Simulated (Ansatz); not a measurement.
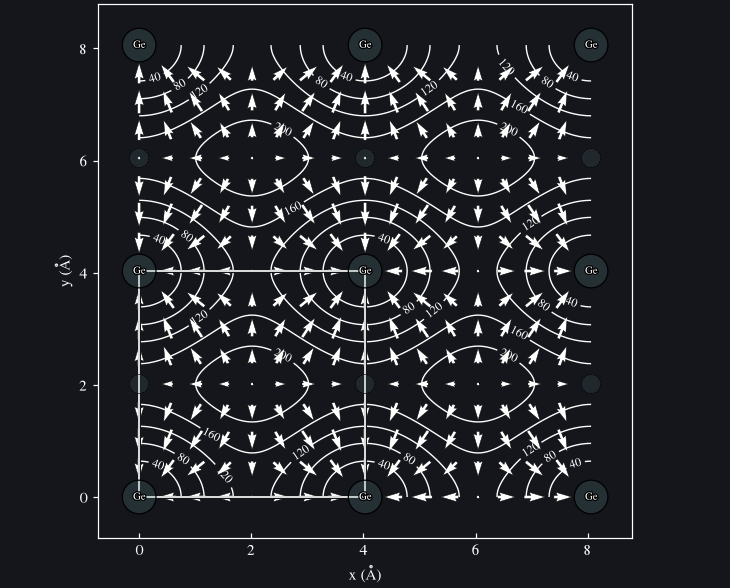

Energy landscape of F on a Ge(100) slab cut from the Fd-3m phase, its upper half relaxed before the scan (4 atoms of substrate and one adsorbate in a 1 × 1 cell). F is moved over the surface cell at a fixed height above a rigid substrate; the origin of the map has the adsorbate above Ge4; the height is held at 3.30 Å. Places are given modulo a cell vector. The map is drawn in real space over the plane of the surface. The scan uses an 8 × 8 grid; 25 points were computed and 39 follow by symmetry. Energies: meV, counted from the lowest grid point. The runs have no spin polarisation, so an open-shell adsorbate far from the surface lies too high. With one adsorbate in each 1 × 1 cell, its nearest image is 4.0 Å away, so neighbouring adsorbates interact. At a fixed height the lowest place need not be the adsorption site. Method: DFT PBE+D3(BJ), scalar-relativistic, plane waves, PAW in Ansatz. Settings: cutoff 420 eV, k-mesh 7×7×1, gaussian smearing 0.1 eV, no spin polarisation.

In the figure: contour lines labelled in meV, arrows along the force (downhill), their lengths compressed, labelled circles for the atoms of the top layer and small ones for the second layer, the outline of one cell of the 2 × 2 shown. Between grid points the surface is interpolated. 

Q: Where are the wells?

A: The lowest grid point is at the top site over a surface Ge atom, (0/8, 0/8) of the cell vectors. No other kind of well shows on this grid. The highest grid point, a fourfold hollow over a third-layer Ge atom, (4/8, 4/8) of the cell vectors, lies 225 meV above the lowest. On the interpolated surface the easiest way out of the lowest well to its copy in the next cell or period passes a barrier of about 128 meV.

Time for the 25 points that were run: 25 min on 1 thread of Arm Neoverse V2, on a shared host.

PAW datasets: the set soft_1.
